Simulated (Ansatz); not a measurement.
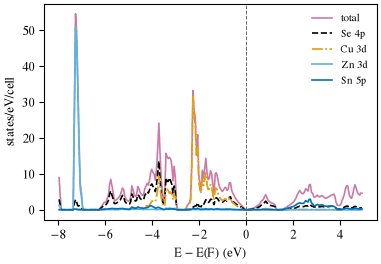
Figure. Total and projected density of states of ZnCu2SnSe4 in space group I-4 (No. 82; Pearson symbol tI16), DFT-PBEsol in the program Ansatz with PAW potentials

Question: Which orbitals carry the states next to the Fermi level?

Answer: Within 0.5 eV of the Fermi level: Se 4p 54 %, Cu 3d 34 %. Projections are on Löwdin-orthogonalised atomic valence shells; empty p or d shells of many metals are not among them.

Question: Where is the tallest occupied peak in this window, and what makes it?

Answer: Near -7.2 eV, about 55 states/eV per cell; the largest projected share is Zn 3d.

Symmetry was held in the PBEsol relaxation. No spin polarisation was allowed. Spin–orbit coupling is left out wherever it is not named.

Potentials: the later of the program's two PAW sets.
